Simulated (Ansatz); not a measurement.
# FH5NSi2: the cost of one run

Program: Ansatz 0.2.0. Level of theory: RKS B3LYP-D4/def2-SVP. These are calculated values, not measurements.

### 1 The system as given

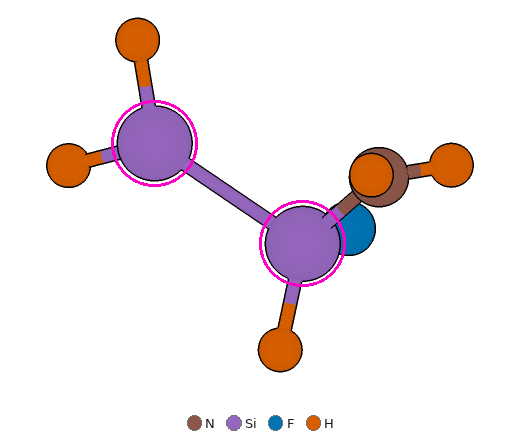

Start, viewed from a chosen angle; nitrogen brown, silicon purple, fluorine blue, hydrogen orange. Ringed: Si2, Si4.

Structure file:

```xyz
9

N    -0.1441    1.4826   -0.6528
Si    0.7948    0.1346   -0.2216
F     0.9123   -0.7360   -1.5564
Si   -0.6812   -1.3136    0.9981
H    -0.1527    1.8037   -1.6116
H    -0.3529    2.2438   -0.0266
H     2.1203    0.2111    0.3722
H    -0.3636   -2.6522    1.5150
H    -2.1330   -1.1742    1.1836
```

### 2 End point A

Contents of input.yaml:

```yaml
crystal:
  periodic: [false, false, false]
  atoms:
    - { symbol: "N", position_ang: [-0.1441, 1.48263, -0.6528] }
    - { symbol: Si, position_ang: [0.79479, 0.13461, -0.22157] }
    - { symbol: F, position_ang: [0.91235, -0.73598, -1.55637] }
    - { symbol: Si, position_ang: [-0.68116, -1.31357, 0.99809] }
    - { symbol: H, position_ang: [-0.15274, 1.80372, -1.61159] }
    - { symbol: H, position_ang: [-0.35287, 2.24383, -0.0266] }
    - { symbol: H, position_ang: [2.12028, 0.21106, 0.37221] }
    - { symbol: H, position_ang: [-0.36358, -2.65216, 1.51499] }
    - { symbol: H, position_ang: [-2.13297, -1.17415, 1.18364] }
total_charge: 1
basis:
  gaussian: { orbitals: def2-SVP }
hamiltonian:
  xc: b3lyp
  dispersion: d4
relax:
  f_tol: 0.015
  max_steps: 40
```

Started as:

```console
$ ansatz run input.yaml --threads 1 --pin off --max-ram 2048MiB --backend cpu --events-out ev --progress --plain --runs-dir out
```

**Question.** How long does this run take on 1 thread of an Arm CPU, shared host, and how much memory does it need?

About 1.7 min, with a peak of 0.17 GiB.
